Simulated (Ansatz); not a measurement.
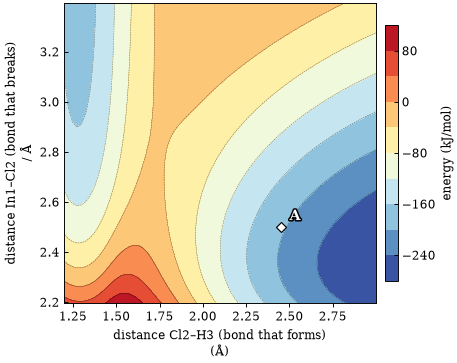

The reacting system CH4ClIn (fragments CH₄ClIn where the first distance is long, CH₃In + ClH where the second is long). First axis: distance Cl2–H3 (bond that forms). Second axis: distance In1–Cl2 (bond that breaks). Relaxed at each point: all other coordinates. The grid has 13 × 13 points. Points are written as (first, second). Energies are in kJ/mol, from a guessed transition structure relaxed with its forming and breaking bonds held. The reference is spin-restricted, so regions where a bond is pulled apart into radicals lie too high. All numbers below come from RHF/def2-SVP in Ansatz 0.2.0.

The picture shows filled contours, the point A. Between grid points the surface is interpolated.

### Is A at rest? If not, where is it pushed?

A, at (2.453 Å, 2.500 Å), is not a stationary point. The computed force is 185 kJ/mol for each Å towards larger values of the first coordinate and 129 kJ/mol for each Å towards smaller values of the second coordinate.
